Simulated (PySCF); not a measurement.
**Lithium Amide (LiNH2): NMR shifts in gas and solvents**

Aim: compute the NMR shifts of Lithium Amide (LiNH2) (`[Li][NH2]`), and see what a dielectric continuum does where one was used.

Computed with PySCF 2.14.0, with density-fitted response routines of our own, on a single molecule, in the gas phase or a continuum. Atoms are numbered from 0 throughout.

## Step 1: The starting structure

4 atoms, charge 0, multiplicity 1; geometry from: GFN2-xTB. The atoms were then displaced at random by about 0.01 Å, so the start is not that level's minimum.

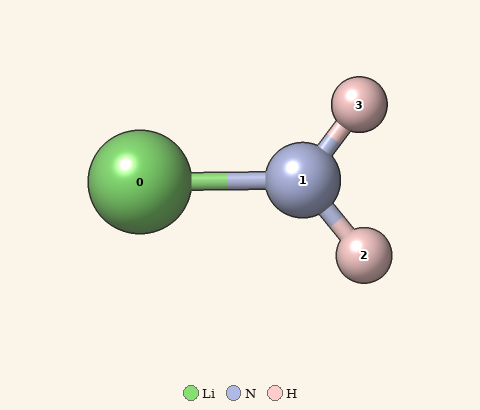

The starting geometry (lithium green, nitrogen light blue, hydrogen pink), atoms numbered.

## Step 2: Optimising the geometry at PBE0-D3(BJ)/def2-TZVP

Job settings and geometry (Å):

```
{"job": {"xc": "PBE0", "basis": "def2-TZVP", "d3": "d3bj", "grid": 2, "shake": 0.01, "kind": "geom"}, "charge": 0, "multiplicity": 1}
Li     1.604370    -0.051410     0.041960
N     -0.108800    -0.000200    -0.009980
H     -0.767560    -0.782160    -0.006340
H     -0.690020     0.808400    -0.058640
```

Launch:

```console
> OMP_NUM_THREADS=1 python probes_run.py task.json out
```

One launch serves the whole session: the jobs run in the order shown.

The program printed:

```text
step   0  E = -63.41076561  max force = 0.017341
step   1  E = -63.40956142  max force = 0.007071
step   2  E = -63.41049658  max force = 0.004556
step   3  E = -63.41086581  max force = 0.002421
step   4  E = -63.41104189  max force = 0.001832
step   5  E = -63.41107046  max force = 0.001084
step   6  E = -63.41107783  max force = 0.000184
optimisation converged
```

It took 7.8 s on 1 thread of Arm Neoverse N1, shared host; peak memory 0.28 GiB.

Relaxation path: (the energy doesn't fall at every step)

```csv
step,energy from step 0 (eV),largest force component (eV/Å)
0,0.0000,0.8917
1,0.0328,0.3636
2,0.0073,0.2343
3,-0.0027,0.1245
4,-0.0075,0.0942
5,-0.0083,0.0557
6,-0.0085,0.0095
```

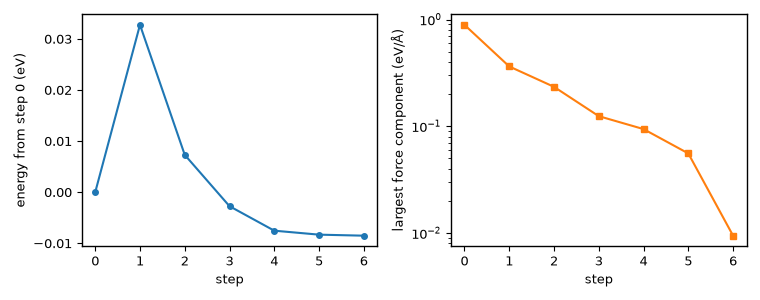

Energy and largest force along the relaxation.

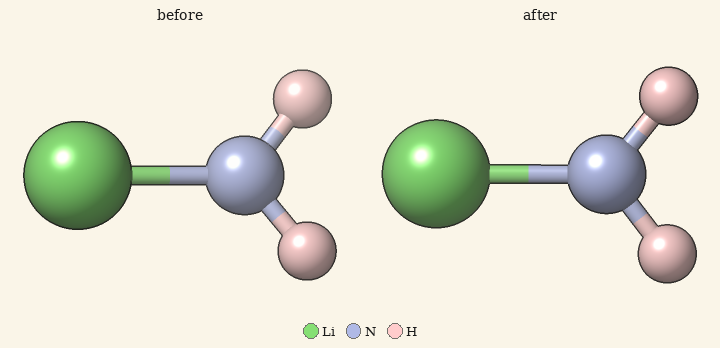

The geometry before (left) and after (right).

Close pairs (by a distance rule), those that changed most:

| bond | before (Å) | after (Å) | change (Å) |
| --- | --- | --- | --- |
| N1–H3 | 0.997 | 1.014 | +0.017 |
| N1–H2 | 1.022 | 1.013 | -0.009 |
| Li0–N1 | 1.715 | 1.723 | +0.009 |

The end geometry stands in the next job.

```
                         at the end point                  value
  point group (found at 0.08 Å tolerance)                    C2v
rotational constants (GHz, main isotopes)  391.7, 30.598, 28.381
                        dipole moment (D)                   4.55
```

## Step 3: Shielding tensors: PBE0/pcSseg-2

Job settings and geometry (Å):

```
{"job": {"kind": "nmr", "xc": "PBE0", "basis": "pcSseg-2"}, "charge": 0, "multiplicity": 1}
Li     1.583869    -0.156353    -0.272282
N     -0.108122     0.002403     0.013393
H     -0.745185    -0.678305     0.410273
H     -0.692427     0.806914    -0.183061
```

Method: GIAO PBE0/pcSseg-2 NMR shielding, non-relativistic, gas phase.

The program printed:

```text
coarse grid: 3376 points
cycle   1  E = -63.2936585037  dE = -4.439e-02  |g| = 6.963e-01  |ddm| = 1.220e+00
cycle   2  E = -62.8915384185  dE =  4.021e-01  |g| = 1.364e+00  |ddm| = 1.330e+00
cycle   3  E = -63.4082955978  dE = -5.168e-01  |g| = 8.724e-02  |ddm| = 1.022e+00
cycle   4  E = -63.4105680005  dE = -2.272e-03  |g| = 1.990e-02  |ddm| = 6.770e-02
cycle   5  E = -63.4106510606  dE = -8.306e-05  |g| = 2.696e-03  |ddm| = 1.667e-02
cycle   6  E = -63.4106527204  dE = -1.660e-06  |g| = 3.679e-04  |ddm| = 2.090e-03
final grid: 32584 points
cycle   7  E = -63.4136459529  dE = -1.062e-04  |g| = 5.412e-03  |ddm| = 2.155e-02
cycle   8  E = -63.4136383285  dE =  7.624e-06  |g| = 7.798e-03  |ddm| = 5.690e-03
cycle   9  E = -63.4136514057  dE = -1.308e-05  |g| = 8.866e-04  |ddm| = 4.169e-03
cycle  10  E = -63.4136515705  dE = -1.648e-07  |g| = 8.530e-05  |ddm| = 6.361e-04
cycle  11  E = -63.4136515724  dE = -1.906e-09  |g| = 1.120e-05  |ddm| = 6.965e-05
cycle  12  E = -63.4136515724  dE = -4.259e-11  |g| = 8.742e-07  |ddm| = 1.358e-05
converged SCF energy = -63.4136515724

GIAO shielding tensors (ppm)
atom      isotropic    diamagn.    paramagn.     s11        s22        s33       span
  0 Li      84.432      98.970     -14.537     71.408     79.614    102.274     30.866
  1 N      264.316     313.835     -49.519    244.101    254.050    294.796     50.696
  2 H       32.572      31.859       0.713     27.440     28.113     42.162     14.722
  3 H       32.570      31.863       0.707     27.479     28.138     42.092     14.613
```

Wall time 3.8 s (1 thread of Arm Neoverse N1, shared host); peak memory 0.33 GiB.

The references, computed at this level on geometries of the same kind, shield at (ppm): 1H TMS 31.52, 15N NH3 263.8. Their shielding less the atom's gives the shift. The references are single molecules in the gas phase, so shifts against H2O, NH3, PH3, H3PO4 or CFCl3 are not on the usual liquid scales and can be off by tens of ppm. Atoms listed in one row are averaged.

```csv
atoms,environment,σ (ppm),δ (ppm)
"H2, H3",hydrogen on a nitrogen bonded to Li,32.57,-1.05
Li0,lithium bonded to N,84.4,–
N1,"nitrogen bonded to Li, 2 H",264.3,-0.5
```

Charges from the same density, by scheme (e):

```
atoms  Mulliken    IAO  Hirshfeld  ESP fit
  Li0      0.62   0.89       0.53     0.91
   N1     -0.85  -1.33      -0.61    -1.92
```

ESP fit charges:

| atom | value (e) |
| --- | --- |
| Li0 | 0.91 |
| N1 | -1.92 |
| H2 | 0.50 |
| H3 | 0.50 |

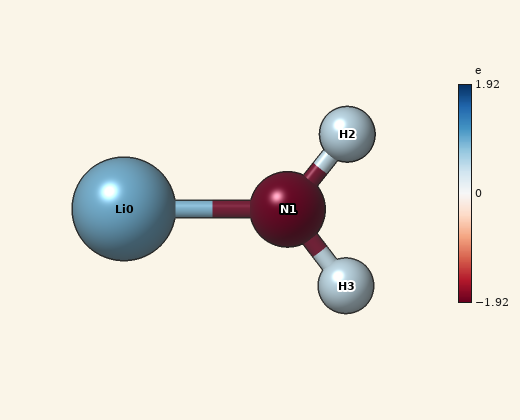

ESP fit charges, as colours on the atoms.

Mayer bond orders: Li0–N1 0.66.

## Step 4: Shielding tensors: KT3/pcSseg-2

Job settings and geometry (Å):

```
{"job": {"kind": "nmr", "xc": "KT3", "basis": "pcSseg-2", "pop": false}, "charge": 0, "multiplicity": 1}
Li     1.583869    -0.156353    -0.272282
N     -0.108122     0.002403     0.013393
H     -0.745185    -0.678305     0.410273
H     -0.692427     0.806914    -0.183061
```

Method: GIAO KT3/pcSseg-2 NMR shielding, non-relativistic, gas phase.

The program printed:

```text
coarse grid: 3376 points
cycle   1  E = -64.3179028069  dE =  3.143e-02  |g| = 8.093e-01  |ddm| = 1.839e+00
cycle   2  E = -62.6688738642  dE =  1.649e+00  |g| = 1.974e+00  |ddm| = 2.802e+00
cycle   3  E = -64.4592853189  dE = -1.790e+00  |g| = 2.496e-01  |ddm| = 2.681e+00
cycle   4  E = -64.4796629890  dE = -2.038e-02  |g| = 7.496e-02  |ddm| = 2.596e-01
cycle   5  E = -64.4811026435  dE = -1.440e-03  |g| = 9.745e-03  |ddm| = 8.057e-02
cycle   6  E = -64.4811248528  dE = -2.221e-05  |g| = 1.327e-03  |ddm| = 1.002e-02
cycle   7  E = -64.4811254698  dE = -6.170e-07  |g| = 1.093e-04  |ddm| = 1.934e-03
final grid: 32584 points
cycle   8  E = -64.4834681983  dE = -2.448e-04  |g| = 5.610e-03  |ddm| = 4.648e-02
cycle   9  E = -64.4834636661  dE =  4.532e-06  |g| = 6.748e-03  |ddm| = 9.480e-03
cycle  10  E = -64.4834715393  dE = -7.873e-06  |g| = 3.375e-03  |ddm| = 6.184e-03
cycle  11  E = -64.4834742587  dE = -2.719e-06  |g| = 2.919e-04  |ddm| = 1.978e-03
cycle  12  E = -64.4834742866  dE = -2.794e-08  |g| = 4.594e-05  |ddm| = 3.191e-04
cycle  13  E = -64.4834742873  dE = -7.568e-10  |g| = 3.416e-06  |ddm| = 4.882e-05
converged SCF energy = -64.4834742873

GIAO shielding tensors (ppm)
atom      isotropic    diamagn.    paramagn.     s11        s22        s33       span
  0 Li      85.552     101.667     -16.115     70.892     82.540    103.224     32.332
  1 N      268.017     312.801     -44.784    250.746    257.432    295.873     45.127
  2 H       32.864      31.821       1.044     27.755     28.722     42.116     14.360
  3 H       32.862      31.828       1.033     27.795     28.740     42.050     14.254
```

Wall time 2.9 s (1 thread of Arm Neoverse N1, shared host); peak memory 0.33 GiB.

Key values: σ Li0 85.6, N1 268.0, H2 32.86 ppm (means over like atoms).

## Step 5: Shielding tensors: wB97X-D/pcSseg-2

Job settings and geometry (Å):

```
{"job": {"kind": "nmr", "xc": "wB97X-D", "basis": "pcSseg-2", "pop": false}, "charge": 0, "multiplicity": 1}
Li     1.583869    -0.156353    -0.272282
N     -0.108122     0.002403     0.013393
H     -0.745185    -0.678305     0.410273
H     -0.692427     0.806914    -0.183061
```

Level: GIAO wB97X-D/pcSseg-2 NMR shielding, non-relativistic, gas phase.

The program printed:

```text
coarse grid: 3376 points
cycle   1  E = -63.3745297466  dE = -1.091e-01  |g| = 6.679e-01  |ddm| = 1.218e+00
cycle   2  E = -63.3340649457  dE =  4.046e-02  |g| = 8.201e-01  |ddm| = 8.263e-01
cycle   3  E = -63.4826136963  dE = -1.485e-01  |g| = 2.944e-02  |ddm| = 4.415e-01
cycle   4  E = -63.4829923961  dE = -3.787e-04  |g| = 1.345e-02  |ddm| = 3.418e-02
cycle   5  E = -63.4830623261  dE = -6.993e-05  |g| = 3.357e-03  |ddm| = 1.333e-02
cycle   6  E = -63.4830699075  dE = -7.581e-06  |g| = 7.041e-04  |ddm| = 4.306e-03
final grid: 32584 points
cycle   7  E = -63.4863800657  dE = -1.041e-04  |g| = 6.510e-03  |ddm| = 2.046e-02
cycle   8  E = -63.4863785469  dE =  1.519e-06  |g| = 7.454e-03  |ddm| = 6.527e-03
cycle   9  E = -63.4863895408  dE = -1.099e-05  |g| = 3.614e-04  |ddm| = 3.298e-03
cycle  10  E = -63.4863896162  dE = -7.541e-08  |g| = 1.273e-04  |ddm| = 5.310e-04
cycle  11  E = -63.4863896265  dE = -1.035e-08  |g| = 2.862e-05  |ddm| = 1.811e-04
cycle  12  E = -63.4863896280  dE = -1.499e-09  |g| = 5.136e-06  |ddm| = 9.474e-05
cycle  13  E = -63.4863896281  dE = -5.149e-11  |g| = 1.339e-06  |ddm| = 1.727e-05
converged SCF energy = -63.4863896281

GIAO shielding tensors (ppm)
atom      isotropic    diamagn.    paramagn.     s11        s22        s33       span
  0 Li      85.950      99.242     -13.292     73.849     80.889    103.111     29.262
  1 N      267.814     313.418     -45.605    253.913    255.917    293.611     39.698
  2 H       32.777      31.827       0.950     27.516     28.210     42.605     15.089
  3 H       32.779      31.830       0.949     27.553     28.238     42.546     14.993
```

Wall time 2.7 s (1 thread of Arm Neoverse N1, shared host); peak memory 0.33 GiB.

Key values: σ Li0 85.9, N1 267.8, H2 32.78 ppm (means over like atoms).

## Step 6: Nuclear shieldings: B97-2/pcSseg-2

Job settings and geometry (Å):

```
{"job": {"kind": "nmr", "xc": "B97-2", "basis": "pcSseg-2", "pop": false}, "charge": 0, "multiplicity": 1}
Li     1.583869    -0.156353    -0.272282
N     -0.108122     0.002403     0.013393
H     -0.745185    -0.678305     0.410273
H     -0.692427     0.806914    -0.183061
```

Level: GIAO B97-2/pcSseg-2 NMR shielding, non-relativistic, gas phase.

The program printed:

```text
coarse grid: 3376 points
cycle   1  E = -63.3560866426  dE = -3.368e-02  |g| = 7.119e-01  |ddm| = 1.204e+00
cycle   2  E = -62.1219505422  dE =  1.234e+00  |g| = 1.641e+00  |ddm| = 2.449e+00
cycle   3  E = -63.4520319319  dE = -1.330e+00  |g| = 2.957e-01  |ddm| = 2.368e+00
cycle   4  E = -63.4767573172  dE = -2.473e-02  |g| = 8.961e-02  |ddm| = 1.633e-01
cycle   5  E = -63.4791548778  dE = -2.398e-03  |g| = 1.320e-02  |ddm| = 8.667e-02
cycle   6  E = -63.4791931692  dE = -3.829e-05  |g| = 4.004e-03  |ddm| = 1.133e-02
cycle   7  E = -63.4791966718  dE = -3.503e-06  |g| = 9.139e-04  |ddm| = 2.203e-03
final grid: 32584 points
cycle   8  E = -63.4815575654  dE = -1.181e-04  |g| = 3.328e-03  |ddm| = 2.504e-02
cycle   9  E = -63.4815576997  dE = -1.343e-07  |g| = 2.846e-03  |ddm| = 4.044e-03
cycle  10  E = -63.4815590342  dE = -1.334e-06  |g| = 1.350e-03  |ddm| = 2.373e-03
cycle  11  E = -63.4815594290  dE = -3.948e-07  |g| = 1.226e-04  |ddm| = 6.858e-04
cycle  12  E = -63.4815594328  dE = -3.864e-09  |g| = 1.191e-05  |ddm| = 8.358e-05
cycle  13  E = -63.4815594329  dE = -4.354e-11  |g| = 8.422e-07  |ddm| = 1.225e-05
converged SCF energy = -63.4815594329

GIAO shielding tensors (ppm)
atom      isotropic    diamagn.    paramagn.     s11        s22        s33       span
  0 Li      84.871      99.225     -14.354     71.920     80.260    102.433     30.513
  1 N      264.072     313.853     -49.781    246.282    253.170    292.764     46.482
  2 H       32.731      31.899       0.832     27.605     28.362     42.224     14.619
  3 H       32.729      31.903       0.826     27.644     28.388     42.156     14.512
```

Run time: 2.2 s. Hardware: 1 thread of Arm Neoverse N1, shared host; peak memory 0.33 GiB.

Key values: σ Li0 84.9, N1 264.1, H2 32.73 ppm (means over like atoms).

## Step 7: Shielding tensors: WP04/pcSseg-2 in chloroform

Job settings and geometry (Å):

```
{"job": {"kind": "nmr", "xc": "WP04", "basis": "pcSseg-2", "pop": false, "solvent": "chloroform"}, "charge": 0, "multiplicity": 1}
Li     1.583869    -0.156353    -0.272282
N     -0.108122     0.002403     0.013393
H     -0.745185    -0.678305     0.410273
H     -0.692427     0.806914    -0.183061
```

With the program's defaults for keys left out, this is: GIAO WP04/pcSseg-2 NMR shielding, non-relativistic, IEF-PCM chloroform.

The program printed:

```text
coarse grid: 3376 points
cycle   1  E = -64.9625146285  dE =  1.455e-02  |g| = 9.554e-01  |ddm| = 1.322e+00
cycle   2  E = -64.2372981018  dE =  7.252e-01  |g| = 1.790e+00  |ddm| = 1.755e+00
cycle   3  E = -65.1588549394  dE = -9.216e-01  |g| = 1.470e-01  |ddm| = 1.435e+00
cycle   4  E = -65.1647681297  dE = -5.913e-03  |g| = 1.986e-02  |ddm| = 1.061e-01
cycle   5  E = -65.1648473852  dE = -7.926e-05  |g| = 2.364e-03  |ddm| = 1.748e-02
cycle   6  E = -65.1648484465  dE = -1.061e-06  |g| = 1.603e-04  |ddm| = 1.675e-03
final grid: 32584 points
cycle   7  E = -65.1700637331  dE = -2.155e-04  |g| = 6.447e-03  |ddm| = 2.944e-02
cycle   8  E = -65.1700554896  dE =  8.244e-06  |g| = 8.659e-03  |ddm| = 5.888e-03
cycle   9  E = -65.1700705640  dE = -1.507e-05  |g| = 1.764e-03  |ddm| = 4.917e-03
cycle  10  E = -65.1700712168  dE = -6.528e-07  |g| = 1.076e-04  |ddm| = 1.136e-03
cycle  11  E = -65.1700712195  dE = -2.716e-09  |g| = 1.646e-05  |ddm| = 7.901e-05
cycle  12  E = -65.1700712196  dE = -6.790e-11  |g| = 1.066e-06  |ddm| = 1.188e-05
converged SCF energy = -65.1700712196

GIAO shielding tensors (ppm)
atom      isotropic    diamagn.    paramagn.     s11        s22        s33       span
  0 Li      87.948      98.956     -11.008     76.737     82.526    104.580     27.843
  1 N      262.897     317.115     -54.219    243.122    265.039    280.529     37.408
  2 H       33.761      32.865       0.896     28.456     29.463     43.363     14.907
  3 H       33.761      32.861       0.900     28.479     29.486     43.318     14.839
```

Run time: 2.3 s. Hardware: 1 thread of Arm Neoverse N1, shared host; peak memory 0.34 GiB.

In short: σ Li0 87.9, N1 262.9, H2 33.76 ppm (means over like atoms).

## Step 8: Nuclear shieldings: wB97X-D/pcSseg-2 in chloroform

Job settings and geometry (Å):

```
{"job": {"kind": "nmr", "xc": "wB97X-D", "basis": "pcSseg-2", "pop": false, "solvent": "chloroform"}, "charge": 0, "multiplicity": 1}
Li     1.583869    -0.156353    -0.272282
N     -0.108122     0.002403     0.013393
H     -0.745185    -0.678305     0.410273
H     -0.692427     0.806914    -0.183061
```

Method: GIAO wB97X-D/pcSseg-2 NMR shielding, non-relativistic, IEF-PCM chloroform.

The program printed:

```text
coarse grid: 3376 points
cycle   1  E = -63.3937769584  dE = -1.276e-01  |g| = 6.627e-01  |ddm| = 1.218e+00
cycle   2  E = -63.3660896994  dE =  2.769e-02  |g| = 7.818e-01  |ddm| = 8.526e-01
cycle   3  E = -63.4989440838  dE = -1.329e-01  |g| = 2.810e-02  |ddm| = 4.335e-01
cycle   4  E = -63.4992764042  dE = -3.323e-04  |g| = 1.247e-02  |ddm| = 3.641e-02
cycle   5  E = -63.4993414402  dE = -6.504e-05  |g| = 2.479e-03  |ddm| = 1.556e-02
cycle   6  E = -63.4993459021  dE = -4.462e-06  |g| = 5.261e-04  |ddm| = 3.749e-03
final grid: 32584 points
cycle   7  E = -63.5026252903  dE = -1.048e-04  |g| = 6.500e-03  |ddm| = 2.062e-02
cycle   8  E = -63.5026242814  dE =  1.009e-06  |g| = 7.256e-03  |ddm| = 6.729e-03
cycle   9  E = -63.5026345898  dE = -1.031e-05  |g| = 3.414e-04  |ddm| = 3.389e-03
cycle  10  E = -63.5026346496  dE = -5.979e-08  |g| = 1.122e-04  |ddm| = 5.018e-04
cycle  11  E = -63.5026346564  dE = -6.814e-09  |g| = 2.248e-05  |ddm| = 1.620e-04
cycle  12  E = -63.5026346571  dE = -7.137e-10  |g| = 3.546e-06  |ddm| = 7.432e-05
converged SCF energy = -63.5026346571

GIAO shielding tensors (ppm)
atom      isotropic    diamagn.    paramagn.     s11        s22        s33       span
  0 Li      87.432      98.307     -10.876     76.450     81.789    104.055     27.605
  1 N      276.574     314.430     -37.857    258.540    274.158    297.023     38.482
  2 H       33.263      32.295       0.968     27.822     28.270     43.698     15.876
  3 H       33.262      32.284       0.978     27.846     28.292     43.649     15.803
```

Run time: 2.7 s. Hardware: 1 thread of Arm Neoverse N1, shared host; peak memory 0.34 GiB.

Key values: σ Li0 87.4, N1 276.6, H2 33.26 ppm (means over like atoms).

## Step 9: Comparing the runs: NMR shifts

Isotropic shieldings (ppm), means over like atoms, with basis size and wall time:

| run | H2 | Li0 | N1 | functions | time |
| --- | --- | --- | --- | --- | --- |
| PBE0/pcSseg-2 | 32.57 | 84.4 | 264.3 | 85 | 3.8 s |
| KT3/pcSseg-2 | 32.86 | 85.6 | 268.0 | 85 | 2.9 s |
| wB97X-D/pcSseg-2 | 32.78 | 85.9 | 267.8 | 85 | 2.7 s |
| B97-2/pcSseg-2 | 32.73 | 84.9 | 264.1 | 85 | 2.2 s |
| WP04/pcSseg-2 in chloroform | 33.76 | 87.9 | 262.9 | 85 | 2.3 s |
| wB97X-D/pcSseg-2 in chloroform | 33.26 | 87.4 | 276.6 | 85 | 2.7 s |

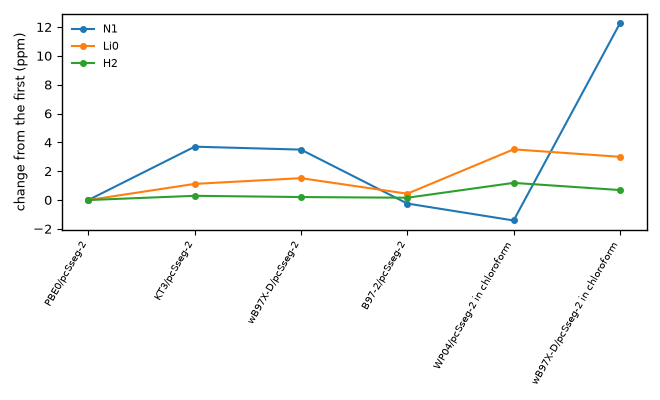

How the tabulated atoms move from run to run.

## Step 10: Outcome

| quantity | value |
| --- | --- |
| point group | C2v |
| rotational constants (main isotopes) | 391.66, 30.60, 28.38 GHz |
| 1H shifts against TMS (PBE0/pcSseg-2, means over atoms taken as alike) | -1.05 ppm |
| 15N shifts against NH3 (PBE0/pcSseg-2) | -0.5 ppm |
| shieldings of Li (PBE0/pcSseg-2) | Li0 84.4 ppm |
| range of the shielding of N1 (wB97X-D/pcSseg-2 runs) | 267.8 to 276.6 ppm |

What this shows: Relaxing lowered the energy by 0.008 eV in 6 steps; the close pair that moved most is N1–H3, from 0.997 to 1.014 Å. At PBE0/pcSseg-2: The widest tensor belongs to N1: span 51 ppm, with a paramagnetic part of -50 ppm. At one level, wB97X-D/pcSseg-2: Across the 2 runs the shielding of N1 moves most, between 267.8 (wB97X-D/pcSseg-2) and 276.6 ppm (wB97X-D/pcSseg-2 in chloroform).
